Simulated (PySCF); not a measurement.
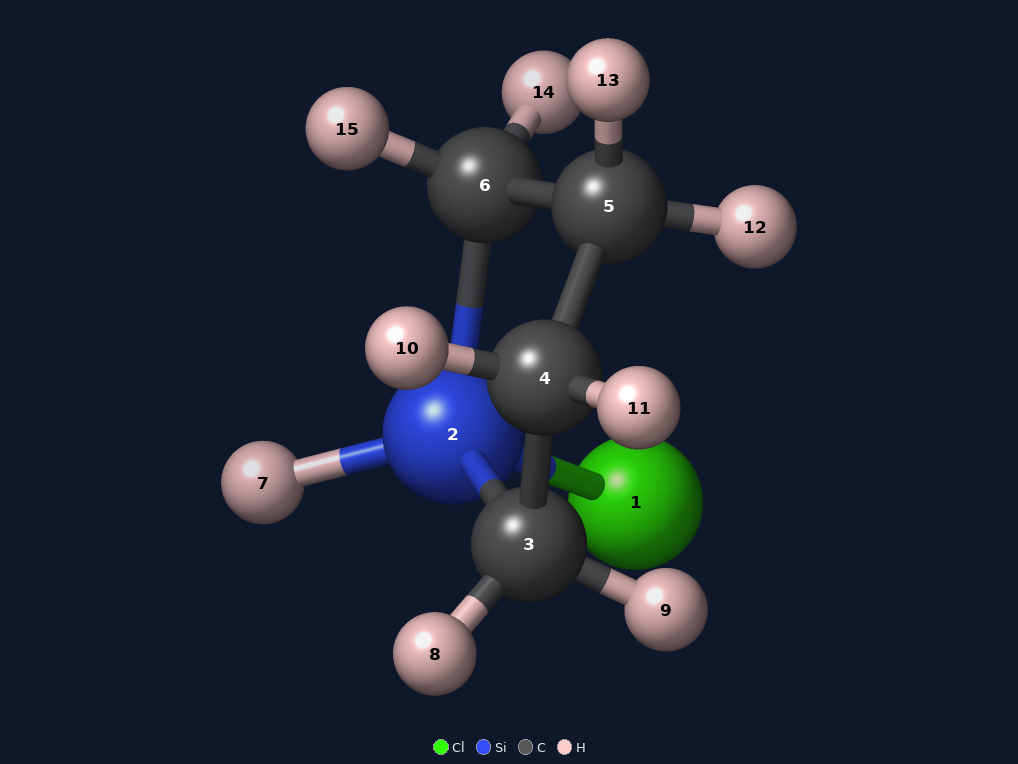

The atoms are numbered. The computed structure is the end point of a PBE0-D3(BJ)/def2-SVP optimisation. No frequency run is at hand to confirm it as a minimum.

Give these bond angles: Cl1–Si2–C3, Cl1–Si2–C6, Si2–C3–H9, Si2–C6–H14, Si2–C6–H15, C3–Si2–C6, C4–C3–H8, C4–C3–H9, C4–C5–H12, C4–C5–H13, C5–C4–H10, C6–C5–H12.

```json
{"angle": "Cl1–Si2–C3", "degrees": "110.9"}
{"angle": "Cl1–Si2–C6", "degrees": "111.6"}
{"angle": "Si2–C3–H9", "degrees": "108.1"}
{"angle": "Si2–C6–H14", "degrees": "114.4"}
{"angle": "Si2–C6–H15", "degrees": "108.3"}
{"angle": "C3–Si2–C6", "degrees": "96.3"}
{"angle": "C4–C3–H8", "degrees": "113.2"}
{"angle": "C4–C3–H9", "degrees": "110.9"}
{"angle": "C4–C5–H12", "degrees": "109.1"}
{"angle": "C4–C5–H13", "degrees": "111.4"}
{"angle": "C5–C4–H10", "degrees": "108.8"}
{"angle": "C6–C5–H12", "degrees": "109.2"}
```
